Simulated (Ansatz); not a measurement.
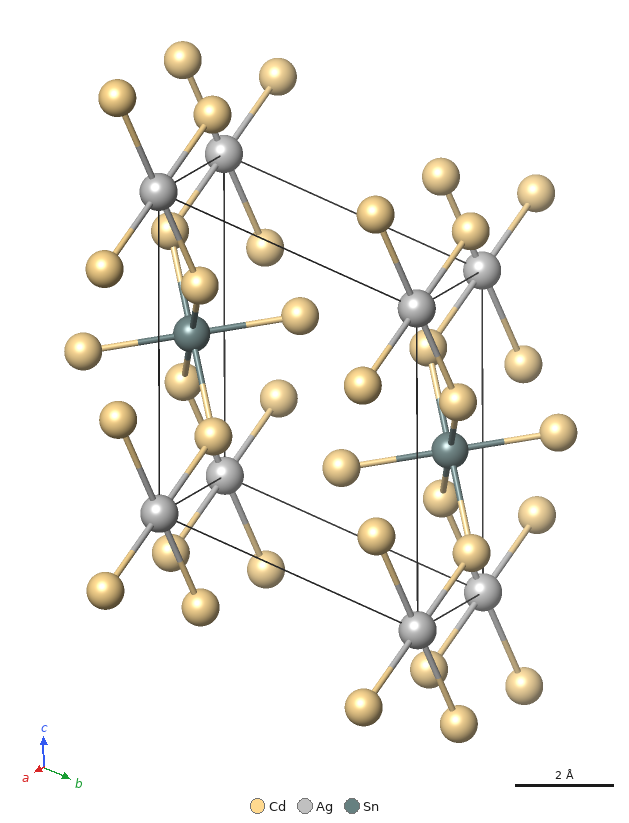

The image is a ball-and-stick drawing of a crystal, viewed slightly off an axis. The frame is the simulation cell; atoms at its boundary are shown with their periodic copies. Outside the box, the atoms bonded to those within are drawn.

```xyz
8
Lattice="6.1791 0.0000 0.0000 -3.0029 5.4668 0.0000 0.0817 -3.2602 5.8382" Properties=species:S:1:pos:R:3 pbc="T T T"
Cd   -0.9537    2.2652    4.3010
Cd    4.2116   -0.0586    1.5372
Cd    2.2960    0.0471    4.2222
Cd    0.9619    2.1595    1.6160
Cd    5.0282   -1.7252    4.3062
Cd   -1.7703    3.9318    1.5319
Ag    0.0000    0.0000    0.0000
Sn    3.1304   -1.6301    2.9191
```

Results below were computed with Ansatz, DFT, PAW plane waves, PBE; the settings were 420 eV cutoff, Brillouin-zone sampling on a 4×4×3 mesh, Fermi-Dirac smearing of 0.1 eV, no spin polarisation. The pressure of the cell is 25 GPa.

**How are the electrons shared out in a Bader analysis?**

Cd +0.06 e; Ag -0.54 e; Sn +0.17 e.

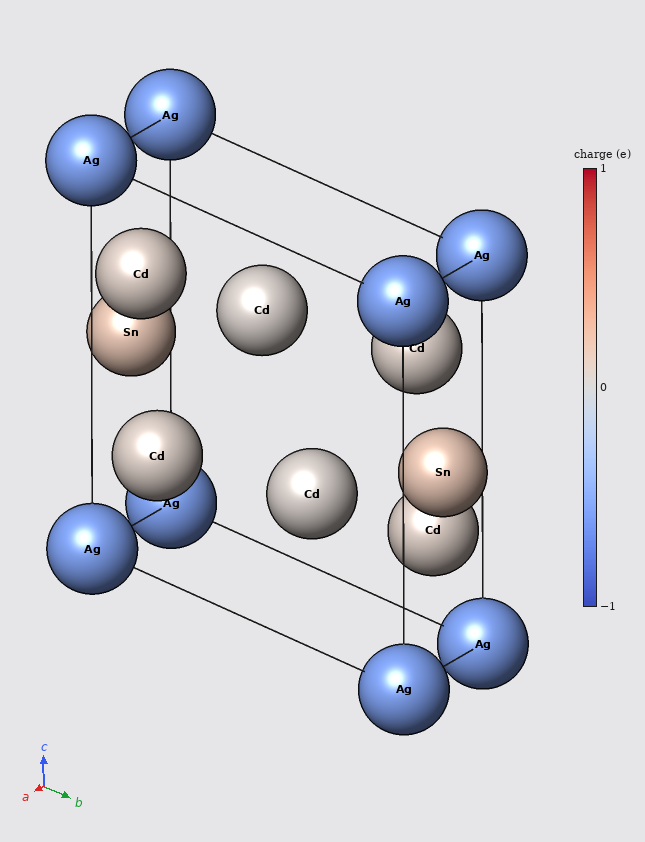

The atoms coloured by those charges.

The picture shows a generated cell, made by putting these elements into a known structure type (the compound may or may not exist in this form); the geometry isn't optimised. It went into a calculation with Ansatz.

At this level of theory the cell isn't at rest (compressed, at 25 GPa and forces up to 5.3 eV/Å), so its distances can differ from those at equilibrium, the more so the softer the solid.
